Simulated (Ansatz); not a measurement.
H5NOSi2 (SMILES N[Si]O[SiH3])

Input file:

```
crystal:
  periodic: [false, false, false]
  atoms:
    - {symbol: N, position_ang: [-4.507269, -0.463634, 0.017390]}
    - {symbol: O, position_ang: [-2.106729, -1.397791, 0.528062]}
    - {symbol: Si, position_ang: [-3.607102, -1.240404, 1.271851]}
    - {symbol: Si, position_ang: [-1.033199, -1.219909, -0.723478]}
    - {symbol: H, position_ang: [-4.168447, -0.196113, -0.905615]}
    - {symbol: H, position_ang: [-5.485855, -0.218522, 0.147015]}
    - {symbol: H, position_ang: [0.119524, -0.385926, -0.282406]}
    - {symbol: H, position_ang: [-0.539966, -2.557072, -1.156667]}
    - {symbol: H, position_ang: [-1.682703, -0.551115, -1.894430]}
basis:
  gaussian: {orbitals: def2-TZVPD}
hamiltonian: {xc: pbe0}
output: {forces: true, orbitals: {seedname: orbitals}}
```

Launched as:

```sh
ansatz run input.yaml --threads 2 --pin off --max-ram 4350MiB --events-out events.jsonl --progress --plain --runs-dir runs
```

Geometry: B3LYP-D3(BJ)/def2-SVP.

Method: isolated molecule in a Gaussian basis; Kohn-Sham density functional theory, functional PBE0 in Ansatz.

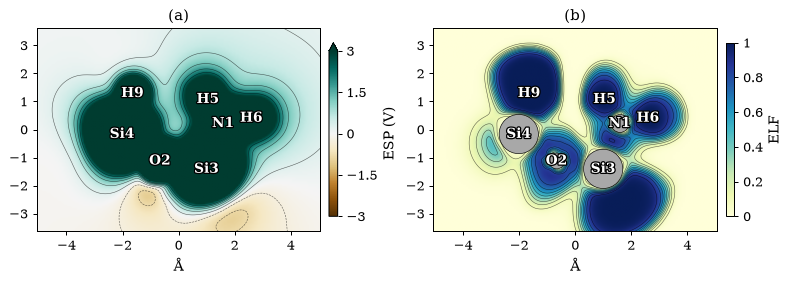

Figure 1. (a) molecular electrostatic potential; (b) ELF on the plane of atoms Si3, O2 and Si4. Grey discs cover the atomic cores in the ELF map.

Question: What does the map show?

Answer:
- Atoms in the plane: N, O, Si and H.
- Si–O (1.66 Å): the ELF peaks at about 0.85 between the atoms: a polar covalent bond.
- Si–N (1.73 Å): the ELF peaks at about 0.90 between the atoms (a shared but strongly polarised pair).
- N–H (1.02 Å): the ELF climbs to about 1 towards the hydrogen, as it does in any bond to H: an ordinary covalent bond to hydrogen.
- Si–H (1.50 Å): the ELF climbs to about 1 towards the hydrogen.
- The ELF also peaks beside Si3 and O2, away from the bonds: lone-pair regions.
- Outside the dense part of the molecule the potential is most negative (−1.0 V) near O2.

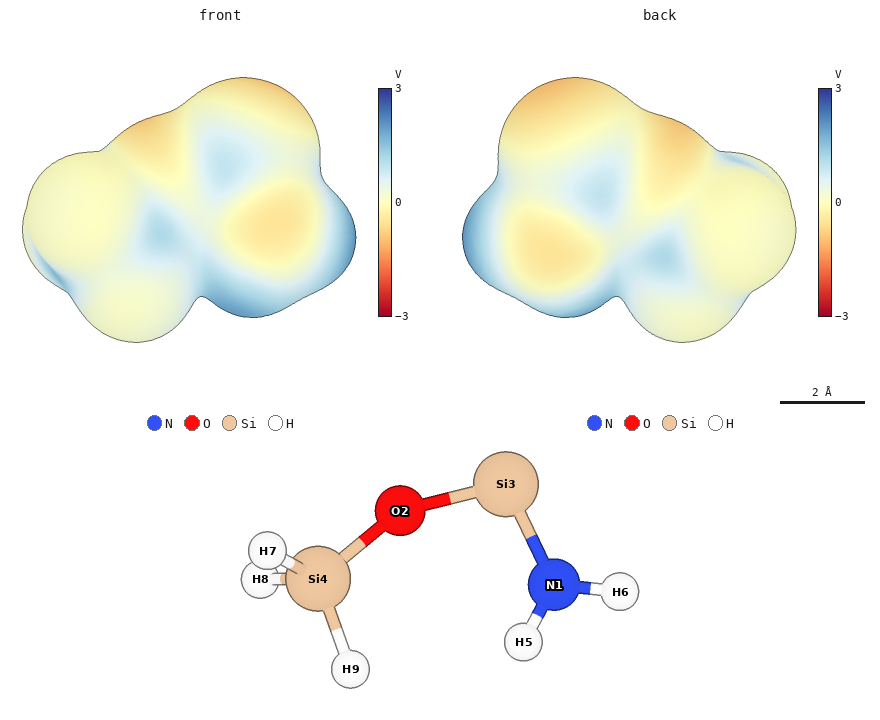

Figure 2. The molecular electrostatic potential painted on the density surface at 0.002 e/bohr³, seen from the front and from behind; red is negative and blue positive. The bare structure is drawn below in the same view.

Question: Which sites attract a positive test charge, and which a negative one?

Answer: A positive charge is drawn to the negative regions and a negative charge to the positive ones. The most negative region (about −0.9 V, or −21 kcal/mol for a unit charge) lies over Si3, the most positive (about +2.0 V, or +46 kcal/mol for a unit charge) over H6.

Question: What dipole moment does the calculation give?

Answer: Its dipole moment is 1.97 D.

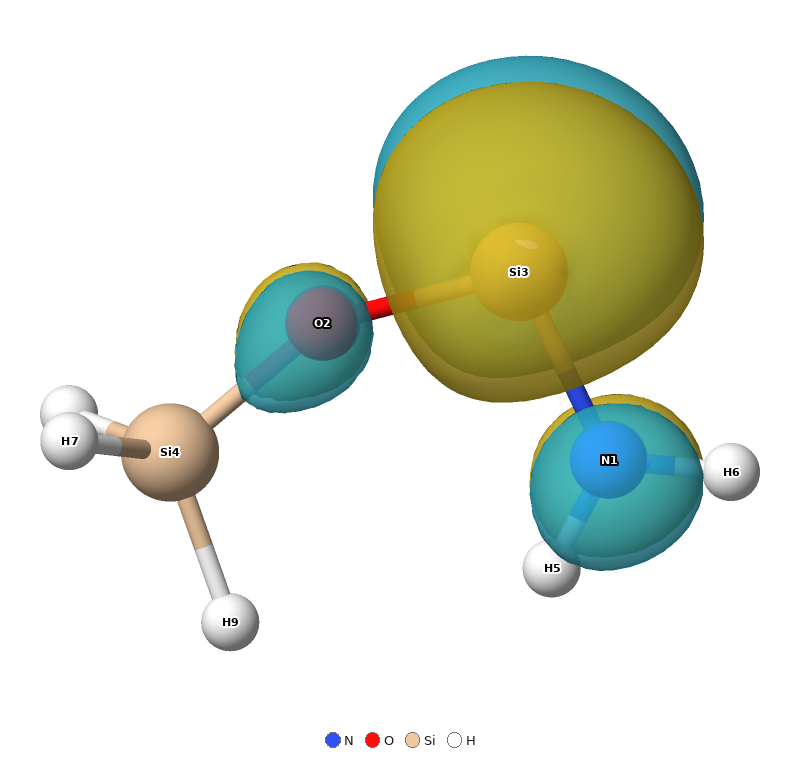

Figure 3. The LUMO at ±0.1 Å⁻³ᐟ² (yellow and cyan are the two phases), seen at a tilt.

Question: What is the character of this orbital?

Answer: It lies mainly on Si3 (about 80 %) and N1 (about 10 %). Its energy is −1.05 eV.
